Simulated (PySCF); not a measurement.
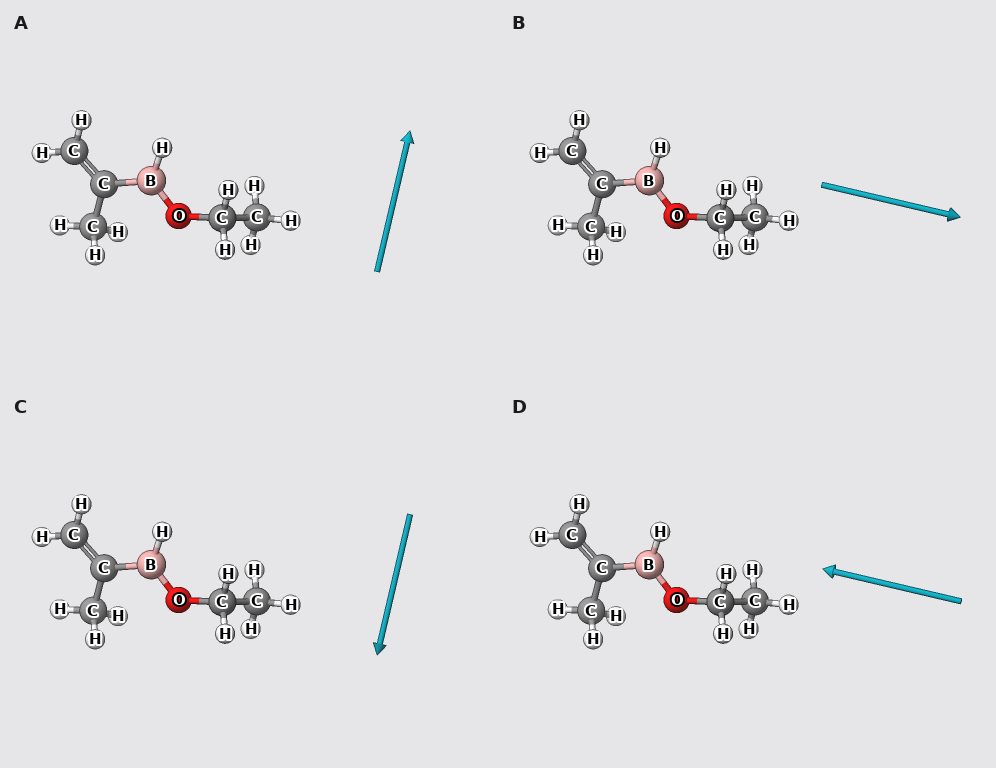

The same molecule four times, each with an arrow. Computed geometry: GFN2-xTB optimisation. No frequency run is at hand to confirm it as a minimum. Properties computed with PBE0/def2-SVPD, gas phase (PySCF 2.14.0).

### Which arrow points along the dipole moment, from the negative to the positive end?

B. The dipole moment is 1.34 D.

The geometry is semi-empirical. Around B such bond lengths and angles can be off by a tenth of an ångström or more and by several degrees, and values that hang on the shape move with them.
